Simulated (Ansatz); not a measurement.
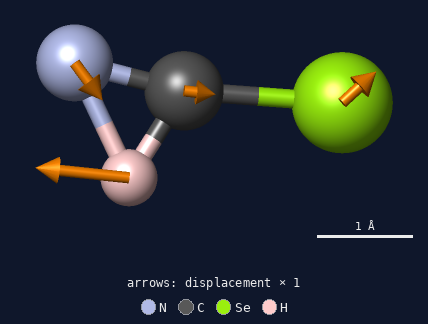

This is a relaxation of CHNSe. The starting structure is drawn; orange arrows show the displacements, at their true length. The two geometries are superimposed by the best rigid fit.

Style: ball-and-stick. Shown at a tilt.

The run prepares an end point of a later path (hydrogen shift) calculation, from a guessed geometry.

Level of theory: RKS B3LYP/def2-SVP (Ansatz 0.2.0). Set-up: no spin polarisation; force threshold 0.02 eV/Å; at most 50 steps.

Describe the change and its energy.

Answer. The largest move after the best rigid fit is that of the H atom, 1.00 Å. Largest moves by element: H 1.00 Å, N 0.49 Å, Se 0.49 Å, C 0.34 Å. Near-neighbour distances that change, for instance: C–H 1.090 → 2.068 Å, H–N 1.337 → 1.010 Å, C–Se 1.681 → 1.725 Å, C–N 1.195 → 1.200 Å. Bonds break: C–H (1.09 → 2.07 Å). Among the angles between lasting bonds that change: C–N–H 50.6° → 138.5°, N–C–Se 170.0° → 175.0°. The energy falls by 263.6 kJ/mol in 11 geometry steps. The largest force component goes from 4 to 0.0012 eV/Å. The run took 14 s on 1 thread of Intel(R) Xeon(R) 6975P-C (Granite Rapids), on a shared host, peak memory 0.23 GiB.
